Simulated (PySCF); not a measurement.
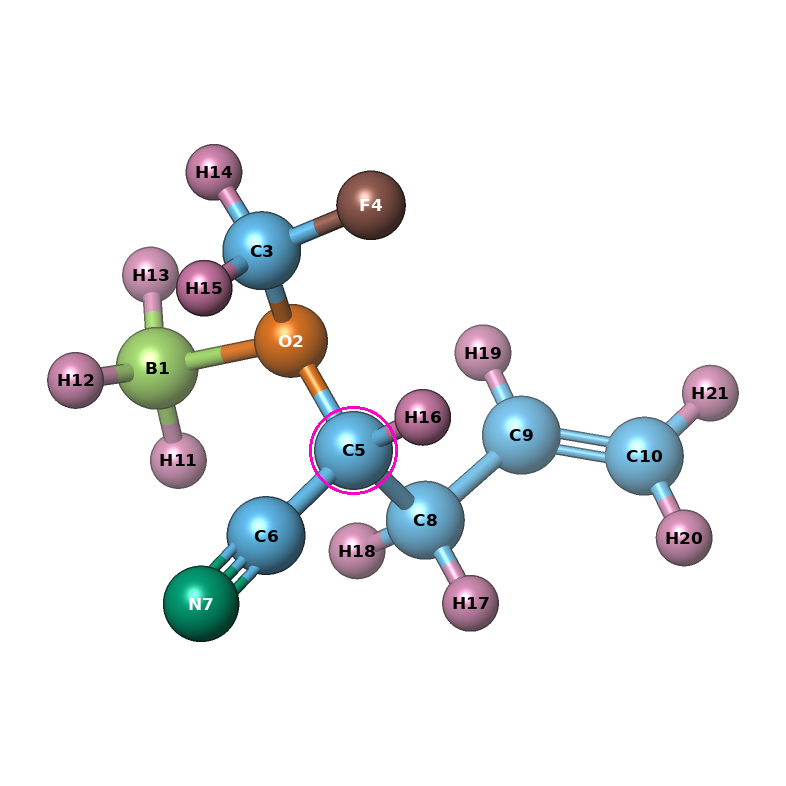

Depth is shown by fading: the farther an atom, the more it takes the colour of the background. Circles mark the stereogenic atoms. The computed structure is the end point of a GFN2-xTB optimisation. No frequency run is at hand to confirm it as a minimum.

Question: What are the Cahn–Ingold–Prelog descriptors?

Answer: C5: R (priorities O2 > C6 > C8 > H16).

Question: Write the isomeric SMILES.

Answer: [BH3-][O+](CF)[C@@H](C#N)CC=C
